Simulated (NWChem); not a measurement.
**One shape, several levels: SnH4S (SMILES [SH][SnH3])**

Wanted: a comparison of 6 runs (HF/def2-SVP, BLYP/STO-3G, PBE0/STO-3G, PBE0/def2-SVP, PBE0/def2-TZVP, CCSD(T)/STO-3G) of SnH4S. 

The results are computed with NWChem 7.3.0.

## 1. The system as given

SnH4S has 6 atoms, charge 0, and is taken as a singlet. As SMILES, `[SH][SnH3]`. The shape is that of a PBE0-D4/def2-TZVP optimisation.

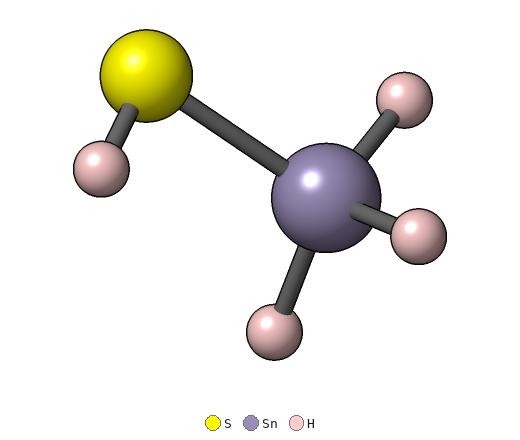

The structure, seen from a chosen angle (sulfur yellow, tin purple, hydrogen pink).

## 2. Energy and forces at HF/def2-SVP (core potential) (run 1)

Contents of m1.xyz:

```xyz
6

S      1.034300    -0.905300     1.261700
Sn    -0.312000     0.456200    -0.194400
H      1.136600    -1.912100     0.378500
H     -1.750600    -0.375100    -0.579500
H      0.563300     0.806700    -1.615700
H     -0.629400     1.865600     0.703100
```

Contents of run.py:

```python
from ase.io import read
from ase.calculators.nwchem import NWChem

atoms = read('m1.xyz')

calc = NWChem(
    label='m1',
    theory='scf',
    memory='2200 mb',
    basis='def2-SVP',
    basispar='spherical bse',
    scf={'nopen': '0', 'rhf': None, 'thresh': '1e-08', 'maxiter': '80'},
    **{'ecp bse': {'Sn library': 'def2-SVP'}},
)
atoms.calc = calc

forces = atoms.get_forces()
print("Total energy (eV):", round(atoms.get_potential_energy(), 6))
print("forces (eV/A):")
for s, f in zip(atoms.symbols, forces):
    print(f"{s:2s} {f[0]:10.5f} {f[1]:10.5f} {f[2]:10.5f}")
print("dipole (e A):", atoms.get_dipole_moment().round(4))
```

Launch:

```console
$ export ASE_NWCHEM_COMMAND="nwchem PREFIX.nwi > PREFIX.nwo"
$ python run.py
```

The program printed:

```text
Total energy (eV): -16682.6809
forces (eV/A):
S     0.20142   -0.39513    0.00972
Sn   -0.20070    0.25289   -0.16470
H     0.05307    0.07832    0.20055
H    -0.02412   -0.00216   -0.01327
H     0.00149    0.01111   -0.02520
H    -0.03116    0.05502   -0.00715
dipole (e A): [-0.1739  0.0479 -0.3287]
```

The calculator wrote m1.nwi:

```
title "m1"

permanent_dir m1

scratch_dir m1

start m1

geometry units angstrom nocenter noautosym noautoz
  S  1.0343000000000000e+00 -9.0529999999999999e-01 1.2617000000000000e+00
  Sn -3.1200000000000000e-01 4.5619999999999999e-01 -1.9439999999999999e-01
  H  1.1366000000000001e+00 -1.9120999999999999e+00 3.7850000000000000e-01
  H  -1.7505999999999999e+00 -3.7509999999999999e-01 -5.7950000000000002e-01
  H  5.6330000000000002e-01 8.0669999999999997e-01 -1.6156999999999999e+00
  H  -6.2939999999999996e-01 1.8655999999999999e+00 7.0309999999999995e-01
end

memory 2200 mb

basis spherical bse noprint
   * library def2-SVP
end

scf
  nopen 0
  rhf
  thresh 1e-08
  maxiter 80
end
ecp bse
  Sn library def2-SVP
end

task scf gradient
```

m1.nwo:

```text
Northwest Computational Chemistry Package (NWChem) 7.3.0
             --------------------------------------------------------

           Job information
           ---------------

    nwchem branch   = 7.3.0
    use scalapack   = T
    input           = m1.nwi
    prefix          = m1.
    data base       = m1/m1.db
    status          = startup
    nproc           =        1

           Memory information
           ------------------

    heap     =     72089596 doubles =      550.0 Mbytes
    stack    =     72089601 doubles =      550.0 Mbytes
    global   =    144179200 doubles =     1100.0 Mbytes (distinct from heap & stack)
    total    =    288358397 doubles =     2200.0 Mbytes
    verify   = yes
    hardfail = no

           Directory information
           ---------------------

  0 permanent = m1
  0 scratch   = m1

                                NWChem Input Module
                                -------------------

                                        m1
                                        --

[... 123 lines left out ...]
 Convergence threshold     :          1.000E-08
[... 12 lines left out ...]
       Final RHF  results
[... 3 lines left out ...]
      One-electron energy =  -1161.206244594161
[... 1 line left out ...]
 Nuclear repulsion energy =    116.934182233022
[... 39 lines left out ...]
                       ROHF Final Molecular Orbital Analysis
[... 223 lines left out ...]
                              NWChem Gradients Module
                              -----------------------

                                        m1

  wavefunction    =   RHF

                         RHF ENERGY GRADIENTS

    atom               coordinates                        gradient
                 x          y          z           x          y          z
   1 S       1.954544  -1.710769   2.384267   -0.003917   0.007684  -0.000189
   2 Sn     -0.589595   0.862093  -0.367363    0.003903  -0.004918   0.003203
   3 H       2.147863  -3.613345   0.715261   -0.001032  -0.001523  -0.003900
   4 H      -3.308154  -0.708836  -1.095096    0.000469   0.000042   0.000258
   5 H       1.064483   1.524442  -3.053230   -0.000029  -0.000216   0.000490
   6 H      -1.189394   3.525473   1.328666    0.000606  -0.001070   0.000139

                 ----------------------------------------
                 |  Time  |  1-e(secs)   |  2-e(secs)   |
                 ----------------------------------------
                 |  CPU   |       0.01   |       1.24   |
                 ----------------------------------------
                 |  WALL  |       0.01   |       1.24   |
                 ----------------------------------------

 Task  times  cpu:        6.4s     wall:        6.4s
 Total times  cpu:        6.4s     wall:        6.4s
```

Run time: 7.5 s. Hardware: 1 thread of Intel Xeon 6975P-C (Granite Rapids), shared host; peak memory 0.1 GiB.

## 3. Energy and gradient at BLYP/STO-3G (run 2)

Contents of h4ssn.xyz:

```xyz
6

S      1.034300    -0.905300     1.261700
Sn    -0.312000     0.456200    -0.194400
H      1.136600    -1.912100     0.378500
H     -1.750600    -0.375100    -0.579500
H      0.563300     0.806700    -1.615700
H     -0.629400     1.865600     0.703100
```

Contents of run.py:

```python
from ase.io import read
from ase.calculators.nwchem import NWChem

atoms = read('h4ssn.xyz')

calc = NWChem(
    label='h4ssn',
    theory='dft',
    memory='2200 mb',
    basis='STO-3G',
    basispar='spherical bse',
    dft={'xc': 'becke88 lyp', 'mult': '1', 'grid': 'xfine', 'convergence': 'energy 1e-08', 'iterations': '100', 'mulliken': None},
)
atoms.calc = calc

forces = atoms.get_forces()
print(f"energy = {atoms.get_potential_energy():.6f} eV")
print("forces (eV/A):")
for s, f in zip(atoms.symbols, forces):
    print(f"{s:2s} {f[0]:10.5f} {f[1]:10.5f} {f[2]:10.5f}")
print("dipole (e A):", atoms.get_dipole_moment().round(4))
```

Launch:

```console
$ export ASE_NWCHEM_COMMAND="nwchem PREFIX.nwi > PREFIX.nwo"
$ python run.py
```

The program printed:

```text
energy = -173100.523886 eV
forces (eV/A):
S    -0.11956    0.77863    0.59552
Sn   -0.36602    0.41827   -0.33594
H     0.04993   -0.69497   -0.65692
H     0.86919    0.56425    0.18646
H    -0.59984   -0.18630    0.84389
H     0.16625   -0.87988   -0.63306
dipole (e A): [-8.460e-02  1.000e-04 -1.854e-01]
```

The calculator wrote h4ssn.nwi:

```
title "h4ssn"

permanent_dir h4ssn

scratch_dir h4ssn

start h4ssn

geometry units angstrom nocenter noautosym noautoz
  S  1.0343000000000000e+00 -9.0529999999999999e-01 1.2617000000000000e+00
  Sn -3.1200000000000000e-01 4.5619999999999999e-01 -1.9439999999999999e-01
  H  1.1366000000000001e+00 -1.9120999999999999e+00 3.7850000000000000e-01
  H  -1.7505999999999999e+00 -3.7509999999999999e-01 -5.7950000000000002e-01
  H  5.6330000000000002e-01 8.0669999999999997e-01 -1.6156999999999999e+00
  H  -6.2939999999999996e-01 1.8655999999999999e+00 7.0309999999999995e-01
end

memory 2200 mb

basis spherical bse noprint
   * library STO-3G
end

dft
  xc becke88 lyp
  mult 1
  grid xfine
  convergence energy 1e-08
  iterations 100
  mulliken
end

task dft gradient
```

h4ssn.nwo:

```text
Northwest Computational Chemistry Package (NWChem) 7.3.0
             --------------------------------------------------------

           Job information
           ---------------

    nwchem branch   = 7.3.0
    use scalapack   = T
    input           = h4ssn.nwi
    prefix          = h4ssn.
    data base       = h4ssn/h4ssn.db
    status          = startup
    nproc           =        1

           Memory information
           ------------------

    heap     =     72089596 doubles =      550.0 Mbytes
    stack    =     72089601 doubles =      550.0 Mbytes
    global   =    144179200 doubles =     1100.0 Mbytes (distinct from heap & stack)
    total    =    288358397 doubles =     2200.0 Mbytes
    verify   = yes
    hardfail = no

           Directory information
           ---------------------

  0 permanent = h4ssn
  0 scratch   = h4ssn

                                NWChem Input Module
                                -------------------

                                       h4ssn
                                       -----

[... 90 lines left out ...]
  convergence criterion.
[... 17 lines left out ...]
          Convergence on gradient requested:  5.00D-04
[... 22 lines left out ...]
          Convergence aids based upon iterative change in
[... 28 lines left out ...]
 1-e energy   =   -9296.967263
[... 45 lines left out ...]
         Total DFT energy =    -6361.326972862611
[... 2 lines left out ...]
    Exchange-Corr. energy =     -188.650894539259
[... 382 lines left out ...]
          Convergence on energy requested:  1.00D-08
[... 20 lines left out ...]
          Spatial weights used:  Erf1
[... 4 lines left out ...]
          total energy or number of iterations.
[... 18 lines left out ...]
                            NWChem DFT Gradient Module
                            --------------------------

                                       h4ssn

  charge          =   0.00
  wavefunction    = closed shell

                         DFT ENERGY GRADIENTS

    atom               coordinates                        gradient
                 x          y          z           x          y          z
   1 S       1.954544  -1.710769   2.384267    0.002325  -0.015142  -0.011581
   2 Sn     -0.589595   0.862093  -0.367363    0.007118  -0.008134   0.006533
   3 H       2.147863  -3.613345   0.715261   -0.000971   0.013515   0.012775
   4 H      -3.308154  -0.708836  -1.095096   -0.016903  -0.010973  -0.003626
   5 H       1.064483   1.524442  -3.053230    0.011665   0.003623  -0.016411
   6 H      -1.189394   3.525473   1.328666   -0.003233   0.017111   0.012311

                 ----------------------------------------
                 |  Time  |  1-e(secs)   |  2-e(secs)   |
                 ----------------------------------------
                 |  CPU   |       0.00   |       0.83   |
                 ----------------------------------------
                 |  WALL  |       0.00   |       0.83   |
                 ----------------------------------------

 Task  times  cpu:        6.3s     wall:        6.3s
 Total times  cpu:        6.3s     wall:        6.3s
```

Run time: 7.5 s. Hardware: 1 thread of Intel Xeon 6975P-C (Granite Rapids), shared host; peak memory 0.13 GiB.

Runs 3 to 5 aren't shown in full; the table further down has their settings and results.

## 4. The energy at CCSD(T)/STO-3G (run 6)

Contents of h4ssn.nw:

```
echo
start h4ssn
memory stack 880 mb heap 220 mb global 1100 mb

geometry noautosym nocenter noautoz
   S      1.034300    -0.905300     1.261700
   Sn    -0.312000     0.456200    -0.194400
   H      1.136600    -1.912100     0.378500
   H     -1.750600    -0.375100    -0.579500
   H      0.563300     0.806700    -1.615700
   H     -0.629400     1.865600     0.703100
end

basis spherical bse
   * library STO-3G
end

scf
   thresh 1e-08
   maxiter 80
end

ccsd
   freeze core 23
   maxiter 60
end

task ccsd(t) energy
```

Launch:

```console
$ nwchem h4ssn.nw > h4ssn.out
```

The program printed:

```text
[...]
  functions       =    40
[...]
  wavefunction    = RHF
[...]
         Total SCF energy =  -6358.823816263844
      One-electron energy =  -9289.493405479034
      Two-electron energy =   2683.868010228637
 Nuclear repulsion energy =    246.801578986553
        Time for solution =      2.0s
[...]
 Total MP2 energy:          -6358.883638991894259
[...]
             energy      energy      error      ampl     ampl      Block
                                                time     time      time
[...]
 Total CCSD energy:          -6358.911875109302855
[...]
 Total CCSD+T(CCSD) energy:          -6358.912577810559924
[...]
 Total CCSD(T) energy:               -6358.912549682300778
[...]
```

It took 7.8 s on 1 thread of Intel Xeon 6975P-C (Granite Rapids), shared host; peak memory 0.11 GiB.

## 5. The series

```
run                            level  core potential  iteration cap   energy (Eh)  dipole moment (D)  HOMO energy (eV)  LUMO energy (eV)  wall time
  1     HF/def2-SVP (core potential)        def2-SVP             80   -613.077220               1.80             -9.99              2.74      7.5 s
  2                      BLYP/STO-3G               –            100  -6361.326973               0.98             -1.80              4.13      7.5 s
  3                      PBE0/STO-3G               –            100  -6361.112271               1.21             -3.40              5.10      6.9 s
  4   PBE0/def2-SVP (core potential)        def2-SVP            100   -614.621314               1.63             -7.11             -0.29       15 s
  5  PBE0/def2-TZVP (core potential)       def2-TZVP            100   -614.771357               1.53             -7.26             -0.59       28 s
  6                   CCSD(T)/STO-3G               –             80  -6358.912550                  –             -6.84              9.54      7.8 s
```

## 6. Summary of results

| quantity | value |
| --- | --- |
| run 6: total energy | -6358.91255 Eh |
| run 6: HOMO energy (Hartree–Fock orbitals) | -6.84 eV |
| run 6: LUMO energy (Hartree–Fock orbitals) | 9.54 eV |
| run 6: HOMO–LUMO gap (Hartree–Fock orbitals) | 16.39 eV |
| run 6: correlation energy (23 core orbitals frozen) | -88.7 mEh |
| run 6: (T) correction | -0.67 mEh |

Over runs 1, 2, 3, 4, 5 the dipole moment (its size) runs from 0.98 D (BLYP/STO-3G) to 1.80 D (HF/def2-SVP). The two ends differ in method and basis and core potential. Over runs 1, 2, 3, 4, 5 the HOMO–LUMO gap runs from 5.93 eV (BLYP/STO-3G) to 12.73 eV (HF/def2-SVP). Totals of different functionals can't be ranked against each other. Some runs of one species differ in core potentials or relativity; totals across that change don't compare. In runs 2, 3, 6 the basis is minimal, so the values are rough. In runs 2, 3, 6 relativity is left out where basis or elements ask for it. All runs together took 73 s, the longest 28 s.
